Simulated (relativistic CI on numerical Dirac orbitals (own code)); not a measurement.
```
atom O  Z=8  charge=5  electrons=3
nucleus A=16  rms_radius_fm=2.6991
hamiltonian dirac-coulomb  breit=on  qed=on  c_scale=1
orbitals kli  potential=per-configuration
slater_scale 0.75
correlation p86
mixing on
configurations
  [He] 2s
  [He] 2p
  [He] 3s
  [He] 3p
  [He] 3d
  [He] 4s
  [He] 4p
  [He] 4f
  [He] 4d
  [He] 5s
  [He] 5p
  [He] 5g
  [He] 5f
  [He] 5d
end
```

Run as (the task file carries these settings):
```bash
python run_levels.py task.json out
```

Level of the calculation: relativistic CI on Dirac orbitals, KLI exchange-only orbitals, Breit term, model QED, valence Slater integrals scaled by 0.75, a P86 correlation estimate for each configuration. The envelope is a Gaussian of full width 2 nm, scaled to the tallest stick.

The plot shows absorption lines from the lowest level (oscillator strengths f):

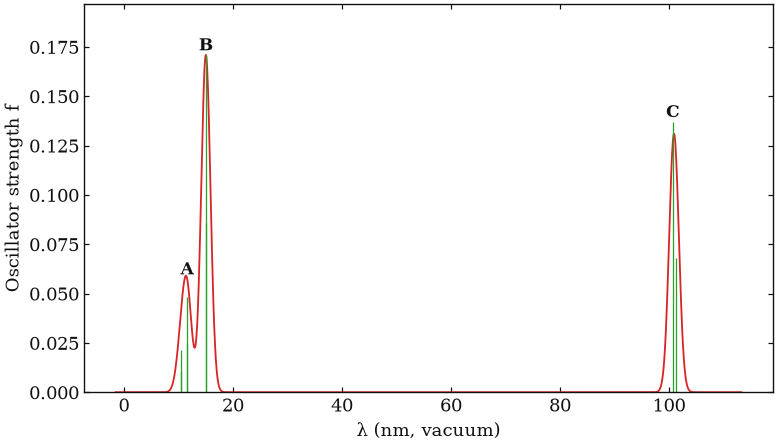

The lettered lines are A: 4p ²P°₃/₂ ← 2s ²S₁/₂, 11.59 nm, f = 0.048; B: 3p ²P°₃/₂ ← 2s ²S₁/₂, 15.02 nm, f = 0.17; C: 2p ²P°₃/₂ ← 2s ²S₁/₂, 100.7 nm, f = 0.14. The strongest, B, lies in the extreme ultraviolet region.

Limits of the model: configurations can be misplaced by up to about 7 % of their energy; only a limited list of configurations is included, so lower levels can be missing.
